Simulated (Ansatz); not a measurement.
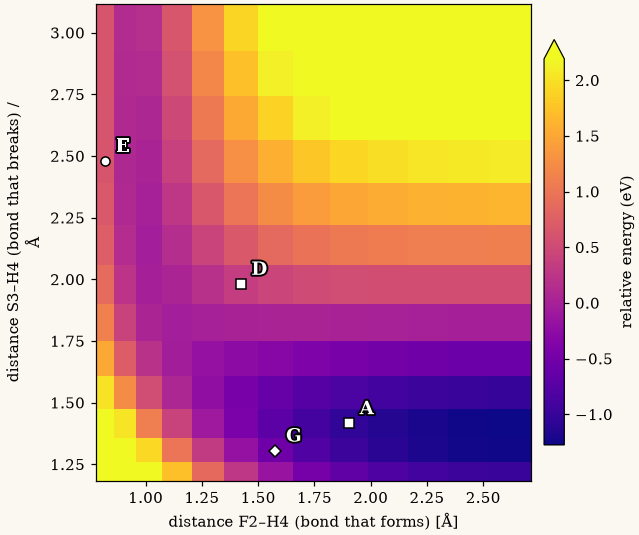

The reacting system FGeH3S (fragments FGeH₃S where the first distance is long, GeH₂S + FH where the second is long). 
- First axis: distance F2–H4 (bond that forms). Second axis: distance S3–H4 (bond that breaks).
- Relaxed at each point: all other coordinates.
- Grid: 13 × 13 points.
- Points are written as (first, second).
- All energies are given in eV relative to a guessed transition structure relaxed with its forming and breaking bonds held.
- Energies and slopes of some neighbouring points disagree (a jump in structure or state, or too coarse a mesh). The reference is spin-restricted, so regions where a bond is pulled apart into radicals lie too high.
- Theory: RKS PBE-D4/def2-SVP in Ansatz 0.2.0.

The picture shows one coloured cell a grid point, one colour for all values above the top of the scale, lettered points.

Is G the lowest point of the computed grid?

No. G lies 0.73 eV above the lowest grid point, which is at (2.619 Å, 1.416 Å).

Rank the lettered points by energy, lowest first.

A (−1.05 eV), G (−0.54 eV), D (0.34 eV), E (0.63 eV).
